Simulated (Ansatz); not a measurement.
C₃H₉AlSeSi: several calculations on one system

## 1. Relaxation

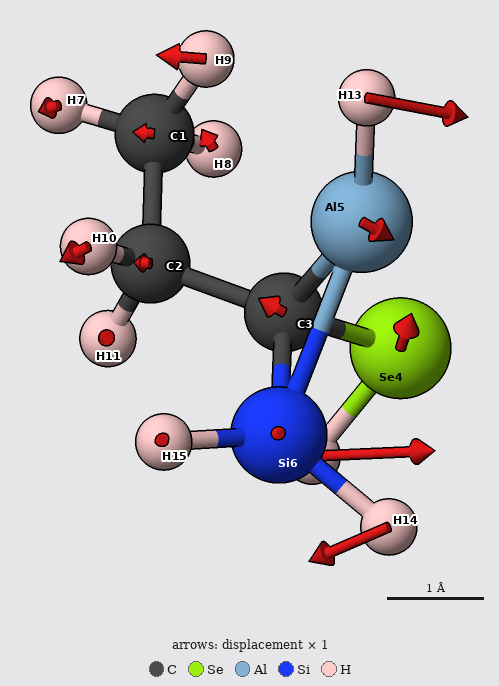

A relaxation of C3H9AlSeSi. The starting structure is drawn; red arrows show the displacements, at their true length. The two geometries are superimposed by the best rigid fit.

Style: ball-and-stick. Shown from a free direction.

The run prepares an end point of a later path (torsion) calculation, from a guessed geometry.

Theory: RHF/def2-SVP (Ansatz). Settings: no spin polarisation; force threshold 0.015 eV/Å; at most 40 steps.

Atoms of which element are displaced furthest, and by how much?

Hydrogen: up to 1.55 Å, against 0.51 Å for selenium.

What happened in the run?

Over 14 accepted moves (15 points after the start) the energy falls by 1.674 eV. Largest force component: 3 eV/Å at the start, 0.011 eV/Å at the end. The line search rejected the trial step at point 11 of the run. The largest move after the best rigid fit is that of an H atom, 1.55 Å. By element the largest moves are H 1.55 Å, Se 0.51 Å, Al 0.43 Å, C 0.34 Å, Si 0.13 Å. Near-neighbour distances that change, for instance: Al–Se 3.243 → 2.575 Å, C–Se 1.889 → 2.014 Å, H–Se 1.552 → 1.461 Å, C–Si 1.853 → 1.930 Å. Bond angles that change, for instance: Se–C–Al 113.9° → 80.0°, C–C–Al 116.2° → 145.8°, Al–Si–H 108.4° → 131.1°. Groups turn about C–Se by about 45°.

## 2. Relaxation

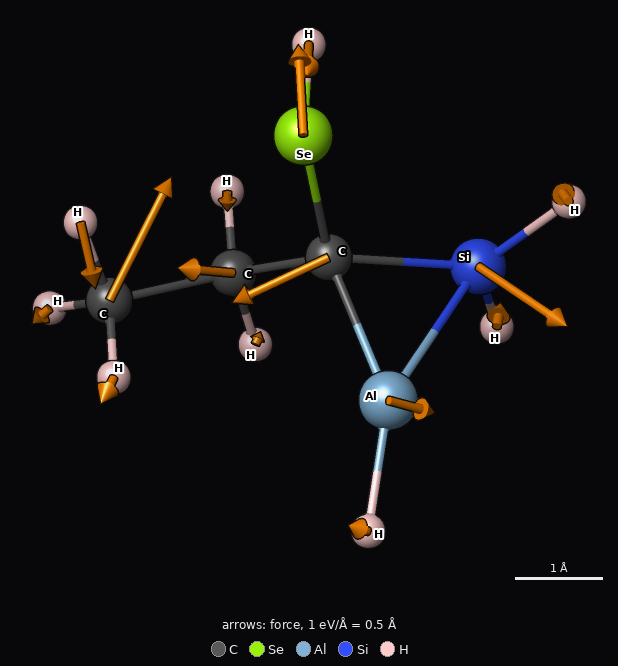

Starting geometry of C3H9AlSeSi with the computed forces as orange arrows. A ball-and-stick model, seen face on.

The run prepares an end point of a later path (torsion) calculation, from a guessed geometry.

Computed with RHF/def2-SVP (Ansatz).

Input file:
```yaml
crystal:
  periodic: [false, false, false]
  atoms:
    - { symbol: C, position_ang: [1.3479, -1.464, 0.6349] }
    - { symbol: C, position_ang: [0.3627, -0.8031, -0.417] }
    - { symbol: C, position_ang: [1.0698, -0.15842, -1.63583] }
    - { symbol: Se, position_ang: [2.2671, 1.24098, -1.21412] }
    - { symbol: Al, position_ang: [1.74744, -1.40596, -3.01399] }
    - { symbol: Si, position_ang: [-0.03955, 0.18036, -3.08093] }
    - { symbol: H, position_ang: [1.9376, -2.2106, 0.1484] }
    - { symbol: H, position_ang: [0.7555, -1.8601, 1.4428] }
    - { symbol: H, position_ang: [1.9877, -0.6325, 1.0806] }
    - { symbol: H, position_ang: [-0.32182, -1.59481, -0.75148] }
    - { symbol: H, position_ang: [-0.20497, -0.00678, 0.09759] }
    - { symbol: H, position_ang: [1.11101, 2.1046, -0.64169] }
    - { symbol: H, position_ang: [2.19385, -2.86439, -3.38194] }
    - { symbol: H, position_ang: [0.36058, 1.30359, -3.98323] }
    - { symbol: H, position_ang: [-1.2871, -0.57806, -3.18571] }
basis:
  gaussian: { orbitals: def2-SVP }
hamiltonian:
  xc: hf
relax:
  f_tol: 0.015
  max_steps: 40
```

Command:
```bash
ansatz run input.yaml --threads 2 --pin off --max-ram 3072MiB --backend cpu --events-out ev --progress --plain --runs-dir out
```

> What follows when this structure is relaxed?

It isn't relaxed: the largest force vector, on C1, is 3.26 eV/Å. The final displacements have little in common with the starting forces (cosine between the two patterns 0.20). Over 13 accepted moves (14 points after the start) the energy falls by 1.683 eV. The largest force component goes from 3.1 to 0.011 eV/Å. The line search rejected the trial step at point 10 of the run. The largest move after the best rigid fit is that of H12, 1.55 Å. Largest moves by element: H 1.55 Å, Se 0.50 Å, Al 0.42 Å, C 0.34 Å, Si 0.13 Å. Among the contacts that change: Se4–Al5 3.243 → 2.575 Å, C3–Se4 1.889 → 2.013 Å, Se4–H12 1.552 → 1.461 Å, C3–Si6 1.853 → 1.930 Å. Bond angles that change, for instance: Se4–C3–Al5 113.9° → 80.0°, C2–C3–Al5 116.2° → 145.8°, Al5–Si6–H14 108.4° → 131.2°. Groups turn about C3–Se4 by about 45°. The run took 68 s on 2 threads of Arm Neoverse V2 (shared host), peak memory 0.5 GiB.

## 3. Path

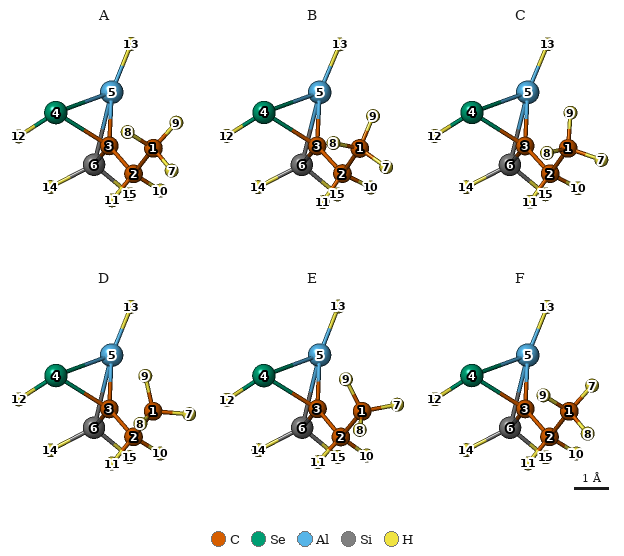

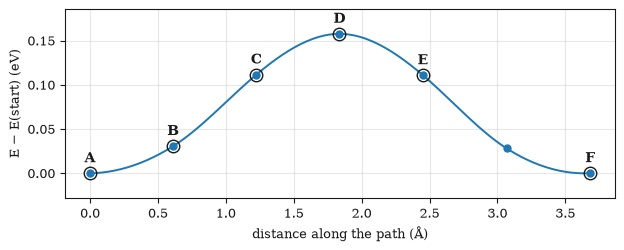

NEB run on C₃H₉AlSeSi. Images are numbered from 0 (start) to 6 (end). Frames A to F are images 0, 1, 2, 3, 4, 6. Style: ball-and-stick. Shown from a free direction.

Computed with RHF/def2-SVP (Ansatz).

Input file:
```yaml
crystal:
  periodic: [false, false, false]
  atoms:
    - { symbol: C, position_ang: [1.469775, -1.563691, 0.442491] }
    - { symbol: C, position_ang: [0.423143, -0.983331, -0.503971] }
    - { symbol: C, position_ang: [-0.24343, 0.299946, -0.037293] }
    - { symbol: Se, position_ang: [-1.285751, 0.155145, 1.679883] }
    - { symbol: Al, position_ang: [0.037, 2.132615, 0.695112] }
    - { symbol: Si, position_ang: [-1.237202, 1.518524, -1.157201] }
    - { symbol: H, position_ang: [1.932913, -2.452974, 0.009278] }
    - { symbol: H, position_ang: [1.028318, -1.856985, 1.397206] }
    - { symbol: H, position_ang: [2.260213, -0.837988, 0.646595] }
    - { symbol: H, position_ang: [0.90632, -0.745191, -1.456686] }
    - { symbol: H, position_ang: [-0.32608, -1.748185, -0.731854] }
    - { symbol: H, position_ang: [-2.669759, 0.262831, 1.225737] }
    - { symbol: H, position_ang: [0.995346, 2.947952, 1.628758] }
    - { symbol: H, position_ang: [-2.695794, 1.27065, -1.301985] }
    - { symbol: H, position_ang: [-0.616911, 1.550081, -2.506771] }
basis:
  gaussian: { orbitals: def2-SVP }
hamiltonian:
  xc: hf
neb:
  order_check: false
  images: 5
  f_tol: 0.03
  max_iterations: 48
  initial_path: idpp
  final_atoms:
    - { symbol: C, position_ang: [1.43733316, -1.58777714, 0.46471104] }
    - { symbol: C, position_ang: [0.3763079, -1.01733693, -0.47190866] }
    - { symbol: C, position_ang: [-0.23585747, 0.30571084, -0.04320395] }
    - { symbol: Se, position_ang: [-1.21744295, 0.27175168, 1.71448794] }
    - { symbol: Al, position_ang: [0.1240614, 2.16137947, 0.59150777] }
    - { symbol: Si, position_ang: [-1.23413375, 1.5001714, -1.18403998] }
    - { symbol: H, position_ang: [2.2527113, -0.8762067, 0.61406608] }
    - { symbol: H, position_ang: [1.86266221, -2.50615184, 0.05386715] }
    - { symbol: H, position_ang: [1.019146, -1.83014117, 1.44397803] }
    - { symbol: H, position_ang: [0.83364789, -0.83660491, -1.44982757] }
    - { symbol: H, position_ang: [-0.40255799, -1.76820365, -0.64055676] }
    - { symbol: H, position_ang: [-2.61384563, 0.40350432, 1.30699342] }
    - { symbol: H, position_ang: [1.1417499, 2.98894063, 1.45040078] }
    - { symbol: H, position_ang: [-2.70326886, 1.28921668, -1.26710131] }
    - { symbol: H, position_ang: [-0.66241211, 1.45114632, -2.55407497] }
```

Run as
```bash
ansatz run input.yaml --threads 2 --pin off --max-ram 3072MiB --backend cpu --events-out ev --progress --plain --runs-dir out
```

What happens along the path, and what is the barrier?

Answer. The barrier is about 0.158 eV in both directions, with image 3 at the top; the ends have the same energy. The motion is a rotation about the C1–C2 bond by about 120°. No bond forms or breaks between the ends. The band is converged. At the top, the vibrational analysis gives one imaginary mode (262i cm⁻¹), as a transition state must have.

Cost: 2.1 min on 2 threads of Arm Neoverse V2, with other jobs on the host, peak memory 0.5 GiB.
